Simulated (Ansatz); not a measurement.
# Lattice dynamics of TlSe4Cl (built on the sites of a database entry of TlClO4), part 2 of 2

Task: relax TlSe4Cl (built on the sites of a database entry of TlClO4), then find its harmonic phonons.

Ansatz 0.2.0; DFT PBEsol, scalar-relativistic, plane waves, PAW.

So far. Step 4 (Tight relaxation): The largest force component left is 0.86 meV/Å and the pressure is -0.007 GPa, within the tolerances set. The cell now holds 38.10 Å³/atom. Step 5 (Zone-centre response): Before it was imposed, the acoustic sum rule was missed by 3.1e-5 eV/Å². Small misses are needed for a sound result but don't prove that mesh and cutoff are converged. The lowest optical mode is imaginary, 125.3i cm⁻¹, so the energy falls along it. The relaxed cell has a = 9.706 Å (conventional setting).

The structure was built from a prototype and need not be the compound's stable phase.

## (6) Phonons on a q mesh

Stability and thermal properties need the whole zone. Linear response on a 2×2×2 q mesh gives force constants as far as a supercell of that size would.

Input file input.yaml:

```yaml
crystal:
  lattice:
    - [0.0, 4.8529202603, 4.8529202603]
    - [4.8529202603, 0.0, 4.8529202603]
    - [4.8529202603, 4.8529202603, 0.0]
  atoms:
    - { symbol: Tl, position: [0.5, 0.5, 0.5] }
    - { symbol: Cl, position: [0.0, 0.0, 0.0] }
    - { symbol: Se, position: [0.1510856002, 0.1510856002, 0.1510856002] }
    - { symbol: Se, position: [0.5467431995, 0.1510856002, 0.1510856002] }
    - { symbol: Se, position: [0.1510856002, 0.1510856002, 0.5467431995] }
    - { symbol: Se, position: [0.1510856002, 0.5467431995, 0.1510856002] }
kpoints:
  mp_grid: { grid: [6, 6, 6] }
hamiltonian:
  xc: pbesol
scf:
  occupations: { method: methfessel_paxton, width: 0.2 }
output:
  eigenvalues: true
phonons:
  method: dfpt
  qmesh: [2, 2, 2]
  temperatures: { t_max: 1000, t_step: 50 }
  qpath:
    path:
      - [[0.0, 0.0, 0.0], [-0.5, -0.5, 0.0], [-0.375, -0.375, 0.25]]
      - [[-0.375, 0.0, 0.375], [0.0, 0.0, 0.0], [0.0, 0.0, 0.5], [-0.5, -0.25, 0.25], [-0.5, -0.5, 0.0]]
    npoints: 10
```

Run with:

```console
$ ansatz run input.yaml --threads 8 --pin off --max-ram 14336MiB --backend cpu --events-out ev --progress --plain --runs-dir out
```

Numbers of over 12 decimals in the logs are rounded to 6 here.

The log of the run:

```text
Warning: phonons: the dynamical matrix that this run interpolates holds no multipole term above the dipole-dipole one, and a site of this crystal is no centre of inversion, so its interpolated transverse optical and acoustic branches and sound speeds can stay off near Gamma, and the density of states and the thermodynamics with them. What a run solves at a wave vector of phonons.qpoints, Gamma apart, where the deck admits one, is free of this, and under fd what a larger phonons.supercell samples
[...]
Crystal: 6 atoms, lattice volume = 228.581 Å³
Basis set: ecut = 420 eV, 4477 PW (Γ), exchange–correlation on 96×96×96 points (8 copies of the dense FFT grid, shifted against one another)
Bands: 51, of which v1, the nominal top of the filled ones, is band 42 counted from 1 (41 counted from 0)
Symmetry: 24 space group operations
k-points: 16 of 216 (time reversal used)
[...]
SCF iter   1: F=—  HF=-34050.364824 eV  |F-HF|=—  |Δ(HF+E_count)|=         —  Δρ=4.67e-3  dr2=9.41e-2  ethr=1.77e-3  ⟨swp⟩=7.2  Hψ=3154  notcnv=0
[...]
SCF iter  11: F=-34050.350806 eV  HF=-34050.350806 eV  |F-HF|=1.46e-11  |Δ(HF+E_count)|=    0.00e0  S|Δr|=    0.00e0  Δρ=3.95e-8  dr2=7.63e-12  ethr=1.00e-12  ⟨swp⟩=10.8  Hψ=4244  notcnv=0
SCF 1 converged in 11 iterations: F = -34050.350806 eV  dr2 = 7.63e-12
[...]
SCF iter   6: F=-34050.350806 eV  HF=-34050.350806 eV  |F-HF|=1.46e-11  |Δ(HF+E_count)|=  7.28e-12  S|Δr|=    0.00e0  Δρ=2.60e-8  dr2=1.06e-12  ethr=1.00e-12  ⟨swp⟩=3.0  Hψ=2099  notcnv=0
SCF 2 converged in 6 iterations: F = -34050.350806 eV  dr2 = 1.06e-12
[...]
phonons: the bands overlap, so this run is a metal and interpolates without the dipole-dipole term. If the crystal is really an insulator or semiconductor, its LO-TO splitting is missing
NSCF: frozen V_eff on 16 k-points
WARN: eigensolver did not converge (k=0): 1 band(s) unlocked after 20 sweeps at ethr=1.32e-12 eV (storage-precision floor; scheduled 1.00e-12 eV) (lowest unlocked band 50, counted from 0; max residual 4.83e-5 eV among the unlocked bands, 4.83e-5 eV over every band; other slots of this pass that fall short are told together in one closing line; warning suppressed until the next SCF loop or pass starts)
WARN: eigensolver did not converge in 9 slots of this pass, the one above among them; of largest residual over every band (k=3): 1 band(s) unlocked (lowest unlocked band 50, counted from 0; max residual 8.61e-4 eV among the unlocked bands, 8.61e-4 eV over every band); of lowest unlocked band (k=0): band 50
[...]
DFPT response loops at q = (0, 0, 0) (fractional): preconditioner auto → none (partly filled bands, converged f_vac=0.258); β = 0.50; Broyden in place of MSR1
[...]
SCF converged after 11 iterations
[...]
Free energy (F): -34050.350806 eV
[...]
Internal energy: -34050.343381 eV  (E = F + TS)
E sigma→0 (E₀):  -34050.348950 eV
Entropy (-TS):   -0.007425 eV (-1.238 meV/atom)
Fermi energy:    4.040424 eV
[...]
--- Band table (eV; the first three rows and the last of 16) ---
  k-point 0: bands = [... 38 lower, 1.6157, 1.6157, 4.3607, 4.3607, 4.3607, 5.0797, 5.0797, 5.0797, ... 5 higher]
  k-point 1: bands = [... 38 lower, 1.5637, 1.6512, 4.1362, 4.1362, 4.3640, 5.0155, 5.2170, 5.2170, ... 5 higher]
  k-point 2: bands = [... 38 lower, 1.3816, 1.5379, 3.8994, 3.8994, 4.3705, 4.9620, 5.3175, 5.3175, ... 5 higher]
  k-point 15: bands = [... 38 lower, 1.4492, 2.0270, 3.5043, 3.8048, 4.0092, 4.6223, 5.4412, 5.8455, ... 5 higher]
--- Phonons (Γ-DFPT): 3 representative perturbations + reference (Σ response iterations 9) ---
  ASR residual: 3.143e-5 → 0.000e0 eV/Å²; symmetrization residual: 2.364e-6 eV/Å²
  ASR residual per site (eV/Å²): 8.13e-6 1.86e-5 3.14e-5 3.14e-5 3.14e-5 3.14e-5
[...]
--- Phonons (arbitrary-q DFPT): 3 irreducible q on the 2×2×2 mesh ---
  q = [0.0000, 0.0000, 0.0000] (star 1, of the zone-centre solve; hermiticity 1.79e-6, symmetrization 9.65e-12): -125.27 -125.27 -125.27 -116.86 -116.86 -33.75 -33.75 -33.75 -13.31 -13.31 -13.31 0.00 0.00 0.00 149.66 149.66 149.66 234.78
  q = [0.0000, 0.0000, -0.5000] (star 4, 5 solved perturbations in 384 linear systems a pass and spin channel, the states on 112 of 216 k-point pairs; hermiticity 7.02e-6, symmetrization 3.49e-11): -154.28 -144.88 -144.88 -108.90 -108.90 -69.86 -69.86 -35.46 -29.83 -29.83 -22.81 5.58 5.58 45.35 152.07 152.07 155.97 233.21
[...]
sum rule: each row above includes the acoustic sum rule's correction from the zone centre's row sums; it moved no ω² by more than (0.38 cm⁻¹)²
  mesh force constants: q→R imaginary residual 1.77e-17; ASR residual 3.143e-5 → 0.000e0 eV/Å²; symmetrization residual 2.665e-15 eV/Å²
  interpolated dispersion: 62 rows × 18 modes
  density of states and harmonic sums: on the 12×12×12 q-mesh, interpolated from the force constants of a 2×2×2 supercell (no non-analytic term)
  largest difference from the sums on the solved wave vectors: F 3.50e-1 eV, S 4.28e-4 and C_V 7.84e-5 eV/K
  zero-point energy: 0.046258 eV/cell   skipped modes (ω ≤ 0): 880, of them read as no rigid motion or as one in doubt: 877 (1.228e1 modes/cell left out, lowest -168.32 cm⁻¹)   left out of the sums: 6.82e-1 of the cell's modes: C_V's classical limit lies that fraction below 3 k_B per atom; for a crystal, a wire or a layer, F and S can be off by more, and a phonons.interpolated_qmesh denser along its periods is the remedy for the sampling
```

It took 2.8 min on 8 threads of Arm Neoverse V2, shared host; peak memory 3.4 GiB.

This step gave:

| Item | Value |
| --- | --- |
| sum-rule residual before enforcement | 3.14e-5 eV/Å² |
| lowest frequency on the path | -168.3 cm⁻¹ |
| highest frequency on the path or at a solved wavevector | 234.8 cm⁻¹ |
| lowest mode on the q mesh (acoustic modes at Γ apart) | -168.3 cm⁻¹ |

Frequencies (cm⁻¹) solved at each irreducible wavevector; negative means imaginary. Frequencies by wavevector, by row:

```tsv
q in reciprocal lattice units	star	mode 1	mode 2	mode 3	mode 4	mode 16	mode 17	mode 18
0 0 0	1	-125.3	-125.3	-125.3	-116.9	149.7	149.7	234.8
0 0 -0.5	4	-154.3	-144.9	-144.9	-108.9	152.1	156	233.2
0 -0.5 -0.5	3	-168.3	-168.3	-123.5	-123.5	152.9	157.1	233.5
```

Interpolated from a 2×2×2 q mesh. Phonon branches along the path, in cm⁻¹:

```tsv
point	branch 1	branch 2	branch 3	branch 4	branch 15	branch 16	branch 17	branch 18
Γ	-125	-125	-125	-117	150	150	150	235
X	-168	-168	-124	-124	153	153	157	234
U	-165	-160	-134	-118	141	153	169	232
jump to K	-165	-160	-134	-118	141	153	169	232
Γ	-125	-125	-125	-117	150	150	150	235
L	-154	-145	-145	-109	152	152	156	233
W	-166	-157	-138	-117	137	155	171	231
X	-168	-168	-124	-124	153	153	157	234
```

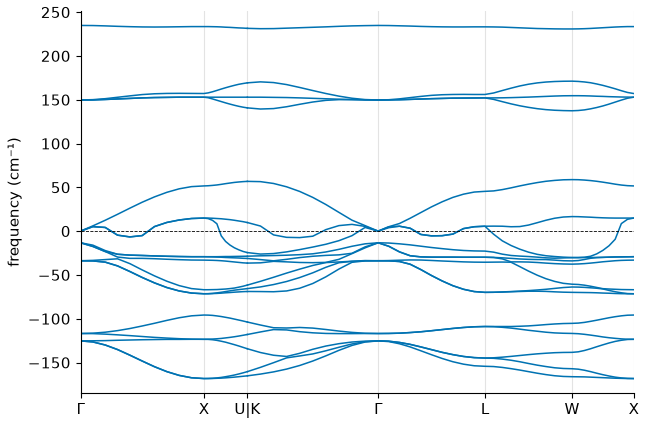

Phonon branches along the path.

The phonon density of states has structure finer than the step of the table below, so its rows give means over 25 cm⁻¹, whole bins alone (the curve runs from -168 to 238 cm⁻¹). Peaks (cm⁻¹: height): -157.5: 0.0894, -107.5: 0.120, -67.5: 0.219, -27.5: 0.267, 152.5: 0.233, 167.5: 0.0772, 232.5: 0.200.

Tetrahedra on a 12×12×12 mesh, mean over bins of 5 cm-1. Interpolated from a 2×2×2 q mesh. Phonon density of states against wavenumber; means over each step:

```tsv
wavenumber (cm⁻¹)	phonon density of states (1/cm⁻¹/cell)
-150	0.0762
-125	0.0672
-100	0.0431
-75	0.0549
-50	0.0654
-25	0.150
0	0.0449
25	0.0116
50	0.0333
75	0
100	0
125	0.00218
150	0.0941
175	0.0237
200	0
225	0.0400
```

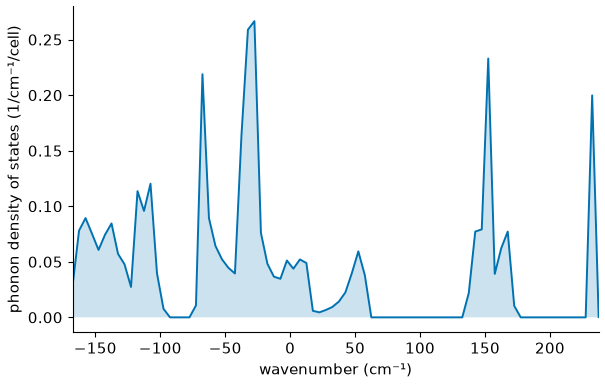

Phonon density of states, plotted against wavenumber.

The partial phonon density of states has structure finer than the step of the table below, so its rows give means over 25 cm⁻¹, whole bins alone (the curve runs from -178 to 252 cm⁻¹). Peaks (cm⁻¹: height): Cl 151.8: 0.144; Se -140.0: 0.0783, -113.0: 0.108, -67.1: 0.143, -29.2: 0.0979, 54.5: 0.0501, 151.8: 0.0270, 232.9: 0.111; Tl -31.9: 0.183.

Phonopy on the run's constants, 11x11x11 mesh, Gaussian sigma 3.1 cm-1. Interpolated from a 2×2×2 q mesh. The partial phonon density of states by wavenumber; means over each step; values in 1/cm⁻¹/cell:

```tsv
wavenumber (cm⁻¹)	Cl	Se	Tl
-150	0.00413	0.0705	2.4e-4
-125	7.0e-4	0.0666	5.2e-4
-100	2.3e-4	0.0421	2.4e-4
-75	8.0e-4	0.0501	0.00295
-50	8.7e-4	0.0493	0.0150
-25	0.00287	0.0627	0.0854
0	0.00284	0.0292	0.0117
25	7.9e-4	0.0101	0.00220
50	8.0e-4	0.0306	0.00141
75	2.4e-6	3.8e-4	1.4e-5
100	0	0	0
125	0.00271	4.6e-4	9.9e-6
150	0.0786	0.0148	8.0e-5
175	0.0195	0.00395	8.3e-6
200	0	0	0
225	0.00378	0.0332	5.8e-5
```

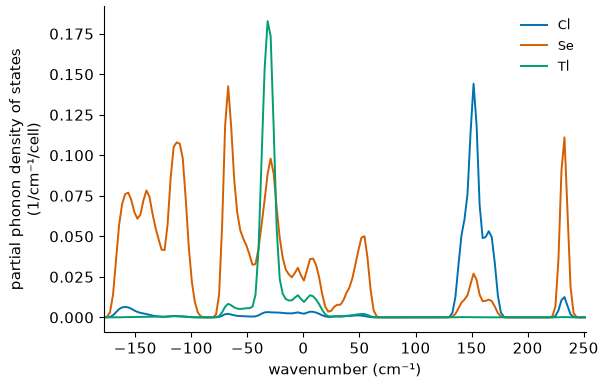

Partial phonon density of states against wavenumber.

Symmetry leaves 3 wavevectors to solve. The lowest mode among them, the acoustic zeros apart, lies at q = (0, -0.5, -0.5) and is imaginary, 168.3i cm⁻¹, so the energy falls along it.

## (7) Another isotope, element Cl, natural mass 35.45 amu

An isotope changes the mass and not the force constants, so no new electronic calculation is needed; the shifts show which modes move this element.

The same force constants with the mass of Cl changed from 35.450 to 36.966 u (phonopy, no LO-TO term). Both lists are sorted by frequency; levels can cross, so a row need not hold one and the same mode. Modes under 3 cm⁻¹ are left out. Isotope shifts, by row, the first 40 of 51 rows:

```tsv
q	rank	natural mass (cm⁻¹)	changed mass (cm⁻¹)
0 0 0	1	-125.3	-125.2
0 0 0	2	-125.3	-125.2
0 0 0	3	-125.3	-125.2
0 0 0	4	-116.9	-116.9
0 0 0	5	-116.9	-116.9
0 0 0	6	-33.75	-33.73
0 0 0	7	-33.75	-33.73
0 0 0	8	-33.75	-33.73
0 0 0	9	-13.31	-13.31
0 0 0	10	-13.31	-13.31
0 0 0	11	-13.31	-13.31
0 0 0	15	149.7	146.8
0 0 0	16	149.7	146.8
0 0 0	17	149.7	146.8
0 0 0	18	234.8	234.8
0 0 -0.5	1	-154.3	-154.1
0 0 -0.5	2	-144.9	-144.8
0 0 -0.5	3	-144.9	-144.8
0 0 -0.5	4	-108.9	-108.9
0 0 -0.5	5	-108.9	-108.9
0 0 -0.5	6	-69.86	-69.84
0 0 -0.5	7	-69.86	-69.84
0 0 -0.5	8	-35.46	-35.46
0 0 -0.5	9	-29.83	-29.82
0 0 -0.5	10	-29.83	-29.82
0 0 -0.5	11	-22.81	-22.81
0 0 -0.5	12	5.58	5.57
0 0 -0.5	13	5.58	5.57
0 0 -0.5	14	45.35	45.32
0 0 -0.5	15	152.1	149.4
0 0 -0.5	16	152.1	149.4
0 0 -0.5	17	156	153.4
0 0 -0.5	18	233.2	232.7
0 -0.5 -0.5	1	-168.3	-168
0 -0.5 -0.5	2	-168.3	-168
0 -0.5 -0.5	3	-123.5	-123.5
0 -0.5 -0.5	4	-123.5	-123.4
0 -0.5 -0.5	5	-95.78	-95.78
0 -0.5 -0.5	6	-71.55	-71.48
0 -0.5 -0.5	7	-71.55	-71.48
```

A mode of this element alone would shift by -2.07 %. The highest zone-centre frequency without the field goes from 234.8 to 234.8 cm⁻¹ (+0.0 %).

## (8) Isotope substitution, element Se, natural mass 78.971 amu

The same for Se, from 78.97 to 81.92 u.

A mode of this element alone would shift by -1.81 %. The highest zone-centre frequency without the field goes from 234.8 to 230.5 cm⁻¹ (-1.8 %).

## (9) Another isotope, element Tl, natural mass 204.38 amu

The same for Tl, from 204.38 to 202.97 u.

The same force constants with the mass of Tl changed from 204.380 to 202.972 u (phonopy, no LO-TO term). Both lists are sorted by frequency; levels can cross, so a row need not hold one and the same mode. Modes under 3 cm⁻¹ are left out. Isotope shifts, by row, the first 40 of 51 rows:

```tsv
q	rank	natural mass (cm⁻¹)	changed mass (cm⁻¹)
0 0 0	1	-125.3	-125.3
0 0 0	2	-125.3	-125.3
0 0 0	3	-125.3	-125.3
0 0 0	4	-116.9	-116.9
0 0 0	5	-116.9	-116.9
0 0 0	6	-33.75	-33.82
0 0 0	7	-33.75	-33.82
0 0 0	8	-33.75	-33.82
0 0 0	9	-13.31	-13.31
0 0 0	10	-13.31	-13.31
0 0 0	11	-13.31	-13.31
0 0 0	15	149.7	149.7
0 0 0	16	149.7	149.7
0 0 0	17	149.7	149.7
0 0 0	18	234.8	234.8
0 0 -0.5	1	-154.3	-154.3
0 0 -0.5	2	-144.9	-144.9
0 0 -0.5	3	-144.9	-144.9
0 0 -0.5	4	-108.9	-108.9
0 0 -0.5	5	-108.9	-108.9
0 0 -0.5	6	-69.86	-69.88
0 0 -0.5	7	-69.86	-69.88
0 0 -0.5	8	-35.46	-35.58
0 0 -0.5	9	-29.83	-29.9
0 0 -0.5	10	-29.83	-29.9
0 0 -0.5	11	-22.81	-22.81
0 0 -0.5	12	5.58	5.59
0 0 -0.5	13	5.58	5.59
0 0 -0.5	14	45.35	45.36
0 0 -0.5	15	152.1	152.1
0 0 -0.5	16	152.1	152.1
0 0 -0.5	17	156	156
0 0 -0.5	18	233.2	233.2
0 -0.5 -0.5	1	-168.3	-168.3
0 -0.5 -0.5	2	-168.3	-168.3
0 -0.5 -0.5	3	-123.5	-123.5
0 -0.5 -0.5	4	-123.5	-123.5
0 -0.5 -0.5	5	-95.78	-95.78
0 -0.5 -0.5	6	-71.55	-71.56
0 -0.5 -0.5	7	-71.55	-71.56
```

A mode of this element alone would shift by +0.35 %. The highest zone-centre frequency without the field goes from 234.8 to 234.8 cm⁻¹ (+0.0 %).

## (10) Results

```
space group after relaxation (within 0.01 Å)            : F-43m
volume per atom                                         : 38.1 Å³
electronic character                                    : no gap on this mesh
highest optical mode at the zone centre (no LO-TO term) : 235 cm⁻¹
lowest optical zone-centre mode                         : -125 cm⁻¹
lowest mode on the q mesh (acoustic modes at Γ apart)   : -168 cm⁻¹
highest frequency on the path or at a solved wavevector : 235 cm⁻¹
imaginary modes on the 2×2×2 q mesh                     : yes
```

In words: Modes are clearly imaginary (beyond 10i cm⁻¹) at 3 of the 3 irreducible wavevectors, most at q = (0, -0.5, -0.5) (168.3i cm⁻¹), so this structure is not a minimum of the energy. The optical modes at Γ span -125 to 235 cm⁻¹ (negative means imaginary). The highest mode in this list at Γ, 234.8 cm⁻¹, is mostly motion of Se (100 % of the kinetic energy). With no gap, or one that is small against the smearing, the frequencies hang on the k mesh and the smearing, most of all near Kohn anomalies. A semilocal functional can close a gap that the real compound would have, so the metallic treatment may be an artefact of the level. Spin-orbit coupling is left out, which can matter for the heavy elements here. A phonon run warned that its eigensolver left some bands unconverged in a pass. The starting cell was built on a prototype and not taken from a measurement, so the phase need not exist. These are harmonic frequencies at zero temperature: anharmonic shifts, linewidths and thermal expansion are left out.

[Logs are printed without paths, hosts, clocks, repeated set-up lines and the standing remarks that a program may print on its own settings, such as how far it seeks lower states.]

[Hosts, paths, dates, database ids (printed as entryN), source tags and the programs' standing remarks are cut or masked in the printed files.]
